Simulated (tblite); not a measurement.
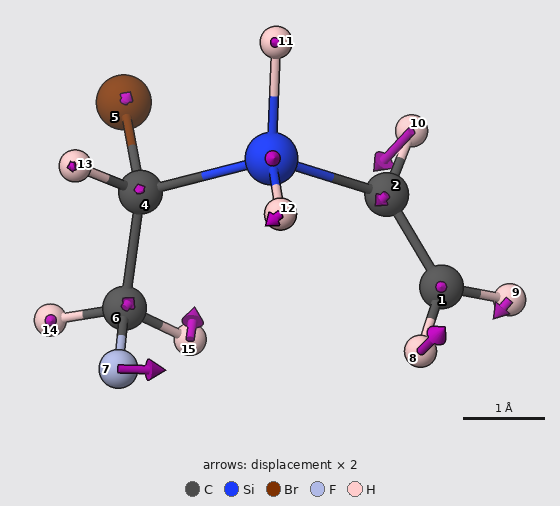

This is a relaxation of C4H8BrFSi. The starting structure is drawn; purple arrows show the displacements, 2 times their true length. The two geometries are superimposed by the best rigid fit.

The picture is a ball-and-stick view, seen from a free direction.

Method: GFN2-xTB geometry optimisation, gas phase in tblite. 

> What did the optimiser do to the structure, and how much energy did it gain?

The largest move after the best rigid fit is that of an H atom, 0.43 Å. Largest moves by element: H 0.43 Å, F 0.32 Å, C 0.12 Å, Si 0.11 Å, Br 0.10 Å. Among the contacts that change: C–Si 1.873 → 1.929 Å, C–Si 1.839 → 1.880 Å, H–Si 1.481 → 1.460 Å, C–C 1.344 → 1.325 Å. Bond angles that change, for instance: C–Si–C 112.5° → 105.8°, H–Si–H 106.4° → 113.1°, C–Si–H 109.8° → 105.6°. The energy falls by 15.2 kJ/mol in 99 geometry steps.
